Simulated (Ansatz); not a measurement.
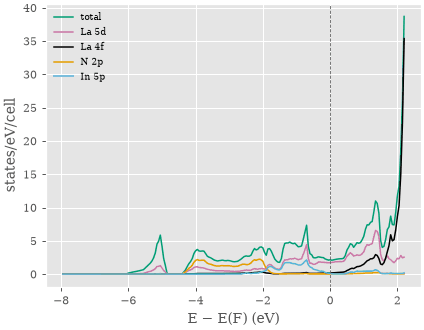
Figure: Total and projected density of states of La$_{3}$InN (anti-perovskite, Pm-3m), the program Ansatz at the r²SCAN level (PAW)

**Question.** Which orbitals carry the states next to the Fermi level?

**Answer.** Within 0.5 eV of the Fermi level: La 5d 76 %, In 5p 10 %, La 4f 9 %. Projections are on Löwdin-orthogonalised atomic valence shells; empty p or d shells of many metals are not among them.

**Question.** Where is the tallest occupied peak in this window, and what makes it?

**Answer.** Near -0.7 eV, about 7.3 states/eV per cell; the largest projected share is La 5d.

The first step of the workflow began from a Materials Project structure, measured or hypothetical; the Crystallography Open Database files this formula in space group No. 221, but the cells were not matched. Its standing as an ambient phase is unchecked. The cell was relaxed with r²SCAN under the symmetry of its start; whether a distortion lowers the energy is not shown. With an odd number of electrons in the cell and no spin polarisation, the count alone makes it a metal. Scalar-relativistic: spin–orbit coupling is off unless named, which matters more the heavier the elements.

Potentials: the earlier of the program's two PAW sets.
